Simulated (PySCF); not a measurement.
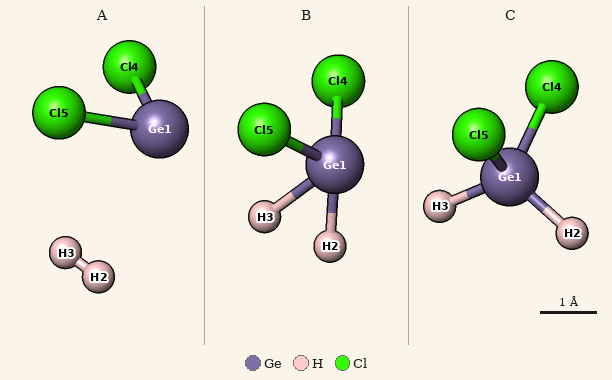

Three geometries of GeH2Cl2: a saddle point and the two relaxed ends that it joins, in shuffled order. Style: ball-and-stick. Shown from a free direction. Sticks join atoms that are closer than about 1.2 times the sum of their covalent radii (a little more with hydrogen).

Stationary points at PBE0-D4/def2-TZVP, single-point energies with CCSD(T)/CBS (def2-TZVPP where no basis is named; PySCF 2.14.0). The energies are electronic, without zero-point or thermal terms, and both ends are the relaxed geometries reached downhill from the saddle, with any fragments still in contact. CCSD(T)/CBS stands for a frozen-core estimate: MP2 correlation extrapolated from def2-TZVPP and def2-QZVPP, CCSD(T) minus MP2 from the smaller set.

> Identify the saddle point and describe the reaction.

Frame B is the saddle point. Counted by bonded pieces, C holds GeH₂Cl₂ and A holds GeCl₂ + H₂. From C over the saddle to A, a bond forms: H2–H3 (2.59 → 1.34 → 0.75 Å). Bonds break: Ge1–H2 (1.53 → 1.54 → 3.12 Å), Ge1–H3 (1.53 → 1.77 → 3.10 Å). The saddle has one imaginary mode, 1446i cm⁻¹. The end A keeps a soft imaginary mode of 99i cm⁻¹, so it isn't quite a minimum. With CCSD(T)/CBS the barrier is 275.9 kJ/mol from C and 218.8 kJ/mol from A, and A lies 57.1 kJ/mol above C. By Pauling bond orders of the changing bonds the saddle lies closer to C, the lower end, against what Hammond's postulate suggests.
